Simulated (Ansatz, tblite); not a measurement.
# C₁₀H₁₂B₂: rung by rung

Aim: run the singlet of C₁₀H₁₂B₂ at one geometry on many levels, and compare frontier levels, spin and run time.

Computed with Ansatz 0.2.0, Gaussian basis. Level: as each input shows.

The runs, in order: GFN1-xTB, GFN2-xTB, PBE-D4/def2-TZVP, r2SCAN-D4/def2-TZVP, B2PLYP/def2-TZVP, HF/def2-TZVP, PBE-D4/def2-SVP, PBE0-D4/def2-SVP, HF/STO-3G, MP2/def2-SVP.

## 1. The relaxed structure

The geometry is that of the singlet, from an earlier relaxation (r2SCAN-D4/def2-SVP).

SMILES `CB1C=CC=C1C1=CC=CB1C`, 24 atoms, charge 0, spin multiplicity 1.

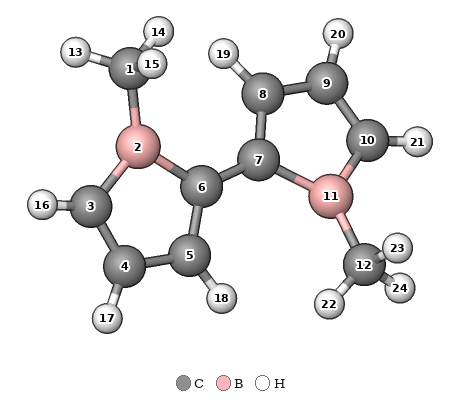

The structure; carbon grey, boron pink, hydrogen white; atoms are numbered from 1 in the order of the file.

As a file:

```xyz
24

C    -2.8471    1.2173    0.3889
B    -2.1503   -0.1174   -0.0120
C    -2.8517   -1.5226   -0.1005
C    -1.8492   -2.4423   -0.1766
C    -0.5076   -1.8302   -0.2135
C    -0.5648   -0.4545   -0.1705
C     0.5623    0.4204   -0.2492
C     0.5028    1.7713   -0.5125
C     1.8440    2.3801   -0.5930
C     2.8485    1.4837   -0.3831
B     2.1502    0.1118   -0.0596
C     2.8537   -1.1419    0.5412
H    -3.8803    1.2957    0.0131
H    -2.3005    2.1483    0.1862
H    -2.9432    1.1553    1.4942
H    -3.9087   -1.7964   -0.0442
H    -1.9816   -3.5315   -0.2052
H     0.4020   -2.4296   -0.3132
H    -0.4088    2.3476   -0.6951
H     1.9747    3.4503   -0.7985
H     3.9059    1.7620   -0.3862
H     2.3071   -2.0936    0.4938
H     2.9588   -0.9054    1.6219
H     3.8837   -1.2785    0.1734
```

PBE0-D4/def2-TZVP was run before; its log isn't repeated, and its numbers join the tables.

## 2. GFN1-xTB

Tight binding, by tblite at 300 K electronic temperature and without a spin-polarisation term:

```python
tblite.interface.Calculator('GFN1-xTB', numbers, positions, charge=0, uhf=0).singlepoint()
```

Energy -825.8912 eV, HOMO -10.45 eV, LUMO -9.39 eV; 0.016 s.

## 3. GFN2-xTB

Tight binding, by tblite at 300 K electronic temperature and without a spin-polarisation term:

```python
tblite.interface.Calculator('GFN2-xTB', numbers, positions, charge=0, uhf=0).singlepoint()
```

Energy -811.9866 eV, HOMO -9.24 eV, LUMO -8.27 eV; 0.013 s.

## 4. PBE-D4/def2-TZVP

start.molden holds the orbitals of an earlier run on this state, given as this run's starting guess.

File in.yaml:

```yaml
crystal:
  periodic: [false, false, false]
  atoms:
    - {symbol: C, position_ang: [-2.847114, 1.217272, 0.388904]}
    - {symbol: B, position_ang: [-2.150284, -0.117383, -0.012004]}
    - {symbol: C, position_ang: [-2.851661, -1.522595, -0.100452]}
    - {symbol: C, position_ang: [-1.849161, -2.442311, -0.176592]}
    - {symbol: C, position_ang: [-0.507557, -1.830165, -0.213513]}
    - {symbol: C, position_ang: [-0.564768, -0.454495, -0.170519]}
    - {symbol: C, position_ang: [0.562278, 0.420430, -0.249191]}
    - {symbol: C, position_ang: [0.502752, 1.771264, -0.512464]}
    - {symbol: C, position_ang: [1.843960, 2.380079, -0.592969]}
    - {symbol: C, position_ang: [2.848535, 1.483713, -0.383064]}
    - {symbol: B, position_ang: [2.150241, 0.111833, -0.059620]}
    - {symbol: C, position_ang: [2.853698, -1.141873, 0.541204]}
    - {symbol: H, position_ang: [-3.880337, 1.295729, 0.013053]}
    - {symbol: H, position_ang: [-2.300497, 2.148348, 0.186223]}
    - {symbol: H, position_ang: [-2.943168, 1.155336, 1.494247]}
    - {symbol: H, position_ang: [-3.908673, -1.796433, -0.044230]}
    - {symbol: H, position_ang: [-1.981616, -3.531472, -0.205182]}
    - {symbol: H, position_ang: [0.401954, -2.429578, -0.313243]}
    - {symbol: H, position_ang: [-0.408806, 2.347603, -0.695096]}
    - {symbol: H, position_ang: [1.974695, 3.450268, -0.798479]}
    - {symbol: H, position_ang: [3.905886, 1.761964, -0.386208]}
    - {symbol: H, position_ang: [2.307119, -2.093606, 0.493820]}
    - {symbol: H, position_ang: [2.958786, -0.905398, 1.621949]}
    - {symbol: H, position_ang: [3.883746, -1.278510, 0.173399]}
basis:
  gaussian: {orbitals: def2-TZVP, initial_orbitals: start.molden}
hamiltonian: {xc: pbe, dispersion: d4}
scf: {omitted_lower_state_checks: [starts]}
output: {forces: true, orbitals: {seedname: orbitals}}
```

Started as:

```
ansatz run in.yaml --threads 4 --pin off --events-out ev --progress --plain --max-ram 6963MiB
```

What it wrote, cut to the lines that bear on the results:

```text
Functional definition: PBE
  name "PBE"
  cite "Perdew, Burke & Ernzerhof, Phys. Rev. Lett. 77, 3865 (1996) doi:10.1103/PhysRevLett.77.3865"
  parent pbe
[...]
2666 factors; their error is unknown
[...]
mean field -11903.83176162 eV, -437.4577485325 hartree, gradient 1.6e-5 eV, S^2 0.000000; 0 other end points of the search recorded, 0 dependent functions left out
[...]
reference -11903.83182509 eV, -437.4577508651 hartree; 41, 41 occupied and 403, 403 virtual orbitals, 2666 factors
Total energy: -11904.55816025 eV, -437.4844431900 hartree
Atom 0 at    -2.847114     1.217272     0.388904 Å, force    -0.010385    -0.027046     0.006655 eV/Å
Atom 1 at    -2.150284    -0.117383    -0.012004 Å, force    -0.024957    -0.069833    -0.005256 eV/Å
Atom 2 at    -2.851661    -1.522595    -0.100452 Å, force     0.029192     0.046060    -0.007917 eV/Å
Atom 3 at    -1.849161    -2.442311    -0.176592 Å, force     0.005412    -0.039705     0.006622 eV/Å
Atom 4 at    -0.507557    -1.830165    -0.213513 Å, force     0.037604     0.004282    -0.008909 eV/Å
Atom 5 at    -0.564768    -0.454495    -0.170519 Å, force     0.100237     0.013389    -0.008753 eV/Å
Atom 6 at     0.562278     0.420430    -0.249191 Å, force    -0.100511    -0.013826    -0.002601 eV/Å
Atom 7 at     0.502752     1.771264    -0.512464 Å, force    -0.037816    -0.005705    -0.008183 eV/Å
Atom 8 at     1.843960     2.380079    -0.592969 Å, force    -0.005276     0.040010     0.001322 eV/Å
Atom 9 at     2.848535     1.483713    -0.383064 Å, force    -0.028820    -0.046638     0.001500 eV/Å
Atom 10 at     2.150241     0.111833    -0.059620 Å, force     0.025089     0.066350    -0.021751 eV/Å
Atom 11 at     2.853698    -1.141873     0.541204 Å, force     0.011346     0.029411     0.003973 eV/Å
Atom 12 at    -3.880337     1.295729     0.013053 Å, force     0.057441     0.008247     0.021767 eV/Å
Atom 13 at    -2.300497     2.148348     0.186223 Å, force    -0.026022    -0.047706     0.004181 eV/Å
Atom 14 at    -2.943168     1.155336     1.494247 Å, force    -0.010818     0.028990    -0.029266 eV/Å
Atom 15 at    -3.908673    -1.796433    -0.044230 Å, force     0.097067     0.040481    -0.002360 eV/Å
Atom 16 at    -1.981616    -3.531472    -0.205182 Å, force     0.009060     0.094677     0.001266 eV/Å
Atom 17 at     0.401954    -2.429578    -0.313243 Å, force    -0.085211     0.056715     0.011829 eV/Å
Atom 18 at    -0.408806     2.347603    -0.695096 Å, force     0.085562    -0.054182     0.019413 eV/Å
Atom 19 at     1.974695     3.450268    -0.798479 Å, force    -0.009057    -0.093344     0.015880 eV/Å
Atom 20 at     3.905886     1.761964    -0.386208 Å, force    -0.097121    -0.040096     0.005813 eV/Å
Atom 21 at     2.307119    -2.093606     0.493820 Å, force     0.025513     0.047574    -0.003627 eV/Å
Atom 22 at     2.958786    -0.905398     1.621949 Å, force     0.010848    -0.033906    -0.025068 eV/Å
Atom 23 at     3.883746    -1.278510     0.173399 Å, force    -0.058378    -0.004199     0.023468 eV/Å
Dipole moment:     0.000176     0.005863     0.072962 e Å
Checks for a lower state left out: starts
```

It took 12 s on 4 threads of Arm Neoverse V1, shared host; peak memory 1 GiB.

HOMO -4.69 eV, LUMO -3.67 eV.

## 5. r2SCAN-D4/def2-TZVP

Changes to in.yaml since step 4:

```diff
@@ -29,4 +29,4 @@
   gaussian: {orbitals: def2-TZVP, initial_orbitals: start.molden}
-hamiltonian: {xc: pbe, dispersion: d4}
+hamiltonian: {xc: r2scan, dispersion: d4}
 scf: {omitted_lower_state_checks: [starts]}
-output: {forces: true, orbitals: {seedname: orbitals}}
+output: {orbitals: {seedname: orbitals}}
```

The command is unchanged.

What it wrote:

```text
Functional definition: r2SCAN
  name "r2SCAN"
  cite "Furness, Kaplan, Ning, Perdew & Sun, J. Phys. Chem. Lett. 11, 8208 (2020) doi:10.1021/acs.jpclett.0c02405"
  cite "Furness, Kaplan, Ning, Perdew & Sun, J. Phys. Chem. Lett. 11, 9248 (2020) doi:10.1021/acs.jpclett.0c03077"
  parent r2scan
  parameter k0 = 0.174
  parameter k1 = 0.065
  parameter a1 = 4.9479
  exchange = r2scan_x(k0 = k0, k1 = k1, a1 = a1)
  correlation = r2scan_c
these checks for a lower state are left out or cut short: starts
2666 factors; their error is unknown
mean field evaluation 1: about -11912.9189 eV, gradient 7.0e0 eV
mean field evaluation 2: about -11913.0210 eV, gradient 1.5e-1 eV
mean field evaluation 4: about -11912.9581 eV, gradient 5.1e-3 eV
mean field -11912.95807953 eV, -437.7931345298 hartree, gradient 2.9e-5 eV, S^2 0.000000; 0 other end points of the search recorded, 0 dependent functions left out
reference -11912.95809738 eV, -437.7931351856 hartree; 41, 41 occupied and 403, 403 virtual orbitals, 2666 factors
Total energy: -11913.16341462 eV, -437.8006804551 hartree
Checks for a lower state left out: starts
```

Run time: 18 s. Hardware: 4 threads of Arm Neoverse V1, shared host; peak memory 1.1 GiB.

HOMO -4.77 eV, LUMO -3.58 eV.

## 6. B2PLYP/def2-TZVP

Changes to in.yaml since step 5:

```diff
@@ -29,4 +29,3 @@
   gaussian: {orbitals: def2-TZVP, initial_orbitals: start.molden}
-hamiltonian: {xc: r2scan, dispersion: d4}
+hamiltonian: {xc: {name: B2PLYP}}
 scf: {omitted_lower_state_checks: [starts]}
-output: {orbitals: {seedname: orbitals}}
```

The command is unchanged.

What it wrote, cut to the lines that bear on the results:

```text
Functional definition: B2PLYP
  name "B2PLYP"
  cite "Grimme, J. Chem. Phys. 124, 034108 (2006) doi:10.1063/1.2148954"
  cite "Becke, Phys. Rev. A 38, 3098 (1988) doi:10.1103/PhysRevA.38.3098"
  cite "Lee, Yang & Parr, Phys. Rev. B 37, 785 (1988) doi:10.1103/PhysRevB.37.785"
[...]
2970 factors; integrals over basis functions are off by at most 1.3e-3 eV
[...]
mean field -11893.11752074 eV, -437.0640074427 hartree, gradient 2.9e-6 eV, S^2 0.000000; 0 other end points of the search recorded, 0 dependent functions left out; unrestricted orbitals would lower it
12 core orbitals not correlated: weight in the atoms' cores, before any rotation towards them, 1.000 or more for the frozen orbitals, at most 0.000 for the correlated occupied ones
reference -11893.11777073 eV, -437.0640166297 hartree; 29, 29 occupied and 403, 403 virtual orbitals, 2970 factors
second order -58.60818318 eV of doubles, -0.00000000 eV of singles
Total energy: -11908.94198019 eV, -437.6455456013 hartree
Checks for a lower state left out: starts
```

It took 35 s on 4 threads of Arm Neoverse V1, shared host; peak memory 2.6 GiB.

 Doubts: restricted state is unstable towards broken spin symmetry.

## 7. HF/def2-TZVP

Changes to in.yaml since step 6:

```diff
@@ -29,3 +29,4 @@
   gaussian: {orbitals: def2-TZVP, initial_orbitals: start.molden}
-hamiltonian: {xc: {name: B2PLYP}}
+hamiltonian: {xc: hf}
 scf: {omitted_lower_state_checks: [starts]}
+output: {orbitals: {seedname: orbitals}}
```

The command is unchanged.

What it wrote:

```text
Functional definition: HF
  name "HF"
  cite "Fock, Z. Phys. 61, 126 (1930) doi:10.1007/BF01340294"
  parent pbe
  exchange = exact_x
  correlation = 0
these checks for a lower state are left out or cut short: starts
3308 factors; their error is unknown
mean field evaluation 1: about -11838.0761 eV, gradient 3.5e1 eV
mean field evaluation 2: about -11839.7447 eV, gradient 1.6e0 eV
mean field evaluation 4: about -11839.9326 eV, gradient 9.7e-1 eV
mean field -11839.93411146 eV, -435.1095532007 hartree, gradient 1.6e-5 eV, S^2 0.000000; 0 other end points of the search recorded, 0 dependent functions left out
reference -11839.93411146 eV, -435.1095532007 hartree; 41, 41 occupied and 403, 403 virtual orbitals, 3308 factors
Total energy: -11839.93411146 eV, -435.1095532007 hartree
Checks for a lower state left out: starts
```

It took 16 s on 4 threads of Arm Neoverse V1, shared host; peak memory 2.1 GiB.

Report: HOMO -6.98 eV, LUMO 0.66 eV.

## 8. PBE-D4/def2-SVP

Changes to in.yaml since step 7:

```diff
@@ -28,4 +28,4 @@
 basis:
-  gaussian: {orbitals: def2-TZVP, initial_orbitals: start.molden}
-hamiltonian: {xc: hf}
+  gaussian: {orbitals: def2-SVP, initial_orbitals: start.molden}
+hamiltonian: {xc: pbe, dispersion: d4}
 scf: {omitted_lower_state_checks: [starts]}
```

Same command.

What it wrote:

```text
Functional definition: PBE
  name "PBE"
  cite "Perdew, Burke & Ernzerhof, Phys. Rev. Lett. 77, 3865 (1996) doi:10.1103/PhysRevLett.77.3865"
  parent pbe
  parameter kappa = 0.804
  parameter beta = 0.06672455060314922
  exchange = pbe_x(kappa = kappa, mu = beta*pi^2/3)
  correlation = pbe_c(beta = beta)
these checks for a lower state are left out or cut short: starts
2584 factors; their error is unknown
mean field evaluation 1: about -11891.0782 eV, gradient 1.0e1 eV
mean field evaluation 2: about -11891.4307 eV, gradient 3.1e-1 eV
mean field evaluation 4: about -11891.3086 eV, gradient 9.8e-3 eV
mean field -11891.30854531 eV, -436.9975288216 hartree, gradient 1.7e-5 eV, S^2 0.000000; 0 other end points of the search recorded, 0 dependent functions left out
reference -11891.30859371 eV, -436.9975306003 hartree; 41, 41 occupied and 187, 187 virtual orbitals, 2584 factors
Total energy: -11892.03492887 eV, -437.0242229251 hartree
Checks for a lower state left out: starts
```

Run time: 4.1 s. Hardware: 4 threads of Arm Neoverse V1, shared host.

HOMO -4.60 eV, LUMO -3.58 eV.

## 9. PBE0-D4/def2-SVP

Changes to in.yaml since step 8:

```diff
@@ -29,3 +29,3 @@
   gaussian: {orbitals: def2-SVP, initial_orbitals: start.molden}
-hamiltonian: {xc: pbe, dispersion: d4}
+hamiltonian: {xc: pbe0, dispersion: d4}
 scf: {omitted_lower_state_checks: [starts]}
```

Same command.

What it wrote:

```text
Functional definition: PBE0
  name "PBE0"
  cite "Adamo & Barone, J. Chem. Phys. 110, 6158 (1999) doi:10.1063/1.478522"
  cite "Perdew, Burke & Ernzerhof, Phys. Rev. Lett. 77, 3865 (1996) doi:10.1103/PhysRevLett.77.3865"
  parent pbe
  parameter a = 0.25
  parameter kappa = 0.804
  parameter beta = 0.06672455060314922
  exchange = (1 - a)*pbe_x(kappa = kappa, mu = beta*pi^2/3) + a*exact_x
  correlation = pbe_c(beta = beta)
these checks for a lower state are left out or cut short: starts
2584 factors; their error is unknown
mean field evaluation 1: about -11892.9075 eV, gradient 7.5e0 eV
mean field evaluation 2: about -11893.0663 eV, gradient 1.1e-1 eV
mean field evaluation 4: about -11893.0225 eV, gradient 3.9e-4 eV
mean field -11893.02252946 eV, -437.0605165776 hartree, gradient 2.2e-5 eV, S^2 0.000000; 0 other end points of the search recorded, 0 dependent functions left out
reference -11893.02256782 eV, -437.0605179873 hartree; 41, 41 occupied and 187, 187 virtual orbitals, 2584 factors
Total energy: -11893.64658168 eV, -437.0834500735 hartree
Checks for a lower state left out: starts
```

Wall time 6.5 s (4 threads of Arm Neoverse V1, shared host); peak memory 1 GiB.

HOMO -5.39 eV, LUMO -2.82 eV.

## 10. HF/STO-3G

Changes to in.yaml since step 9:

```diff
@@ -28,4 +28,4 @@
 basis:
-  gaussian: {orbitals: def2-SVP, initial_orbitals: start.molden}
-hamiltonian: {xc: pbe0, dispersion: d4}
+  gaussian: {orbitals: STO-3G}
+hamiltonian: {xc: hf}
 scf: {omitted_lower_state_checks: [starts]}
```

The command is unchanged.

What it wrote:

```text
Functional definition: HF
  name "HF"
  cite "Fock, Z. Phys. 61, 126 (1930) doi:10.1007/BF01340294"
  parent pbe
  exchange = exact_x
  correlation = 0
these checks for a lower state are left out or cut short: starts
1007 factors; integrals over basis functions are off by at most 7.7e-5 eV
mean field evaluation 1: about -11688.6717 eV, gradient 2.6e1 eV
mean field evaluation 2: about -11689.1594 eV, gradient 2.6e1 eV
mean field evaluation 4: about -11692.1743 eV, gradient 4.3e0 eV
mean field evaluation 8: about -11692.2449 eV, gradient 5.9e-4 eV
mean field -11692.24278038 eV, -429.6819968920 hartree, gradient 5.2e-5 eV, S^2 0.000000; 0 other end points of the search recorded, 0 dependent functions left out
reference -11692.24278038 eV, -429.6819968920 hartree; 41, 41 occupied and 31, 31 virtual orbitals, 1007 factors
Total energy: -11692.24278038 eV, -429.6819968920 hartree
Checks for a lower state left out: starts
```

Wall time 0.55 s (4 threads of Arm Neoverse V1, shared host).

Report: HOMO -4.95 eV, LUMO 3.73 eV.

## 11. MP2/def2-SVP

Changes to in.yaml since step 10:

```diff
@@ -28,4 +28,4 @@
 basis:
-  gaussian: {orbitals: STO-3G}
-hamiltonian: {xc: hf}
+  gaussian: {orbitals: def2-SVP, initial_orbitals: start.molden}
+correlation: {method: mp2}
 scf: {omitted_lower_state_checks: [starts]}
```

The command is unchanged.

What it wrote, cut to the lines that bear on the results:

```text
Functional definition: HF
  name "HF"
  cite "Fock, Z. Phys. 61, 126 (1930) doi:10.1007/BF01340294"
  parent pbe
[...]
2372 factors; integrals over basis functions are off by at most 1.6e-3 eV
[...]
mean field -11827.35147564 eV, -434.6471498630 hartree, gradient 1.2e-6 eV, S^2 0.000000; 0 other end points of the search recorded, 0 dependent functions left out; unrestricted orbitals would lower it
[...]
unrestricted determinant -11828.54987453 eV, -434.6911902097 hartree, S^2 1.5784
12 core orbitals not correlated: weight in the atoms' cores, before any rotation towards them, 1.000 or more for the frozen orbitals, at most 0.000 for the correlated occupied ones
reference -11827.35147564 eV, -434.6471498630 hartree; 29, 29 occupied and 187, 187 virtual orbitals, 2372 factors
second order -40.02698022 eV of doubles, -0.00000000 eV of singles
Total energy: -11867.37845586 eV, -436.1181142547 hartree
Checks for a lower state left out: starts
```

Run time: 11 s. Hardware: 4 threads of Arm Neoverse V1, shared host; peak memory 0.86 GiB.

Report: Hartree-Fock HOMO -7.00 eV, LUMO 0.72 eV. Doubts: restricted state is unstable towards broken spin symmetry.

## 12. Comparison

```tsv
level	functions	HOMO (eV)	LUMO (eV)	gap (eV)	time
HF/STO-3G	72	-4.95	3.73	8.68	0.55 s
HF/def2-TZVP	444	-6.98	0.66	7.64	16 s
PBE-D4/def2-SVP	228	-4.60	-3.58	1.02	4.1 s
PBE-D4/def2-TZVP	444	-4.69	-3.67	1.02	12 s
r2SCAN-D4/def2-TZVP	444	-4.77	-3.58	1.19	18 s
PBE0-D4/def2-SVP	228	-5.39	-2.82	2.57	6.5 s
PBE0-D4/def2-TZVP	444	-5.43	-2.88	2.55	37 s
```

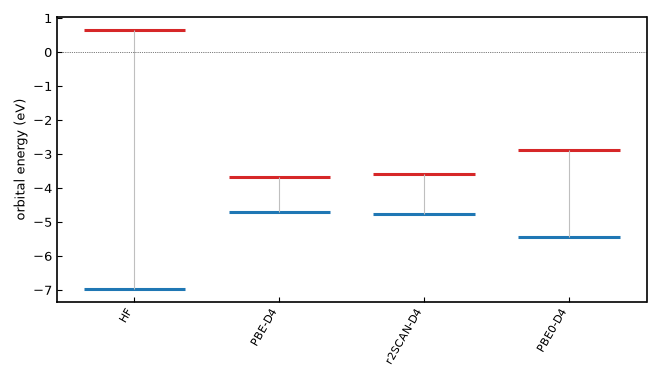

Highest filled (blue) and lowest empty (red) level in def2-TZVP.

The pieces so far (eV):

```tsv
basis	HF	MP2 correlation	total
def2-SVP	-11827.3515	-40.0270	-11867.3785 (MP2)
```

## 13. Binding energy

Free atoms were run apart at each level; binding is atoms less cluster, divided by the number of atoms, without zero-point or spin-orbit terms.

```tsv
level	binding an atom (eV)
HF/STO-3G	4.310
HF/def2-SVP	3.631
HF/def2-TZVP	3.540
PBE-D4/def2-SVP	4.949
PBE-D4/def2-TZVP	4.886
r2SCAN-D4/def2-TZVP	4.761
PBE0-D4/def2-SVP	4.869
PBE0-D4/def2-TZVP	4.800
MP2/def2-SVP	4.649
```

## 14. Outcome

```
                                                                  quantity                                 value
gap in def2-TZVP, named functionals and Hartree-Fock, smallest and largest        1.02 eV (PBE-D4), 7.64 eV (HF)
                                          correlation energy, MP2/def2-SVP                             -40.03 eV
                                 binding an atom, functionals in def2-TZVP  4.76 (r2SCAN-D4) to 4.89 eV (PBE-D4)
                           PBE0 total energy, smallest basis above largest        12.33 eV (def2-SVP, def2-TZVP)
```

**Reading.** Over the named functionals and Hartree-Fock in def2-TZVP the gap runs from 1.02 eV (PBE-D4) to 7.64 eV (HF); exact exchange widens it.

The slowest run with a step of its own, B2PLYP/def2-TZVP, took 35 s; the quickest functional in def2-TZVP took 12 s (shared host).
